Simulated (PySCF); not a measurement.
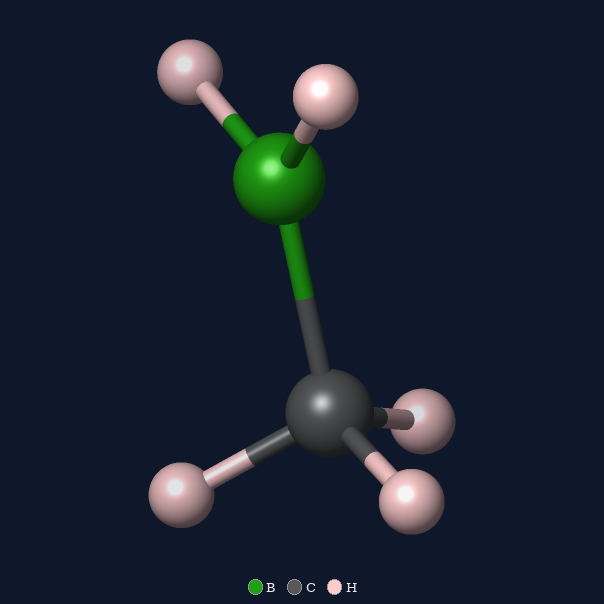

The computed structure is the end point of a PBE0-D3(BJ)/def2-SVP optimisation. No frequency run is at hand to confirm it as a minimum.

Give the structural formula.

SMILES: BC

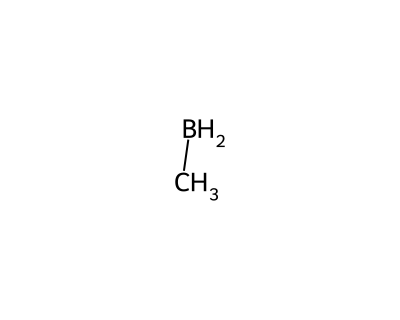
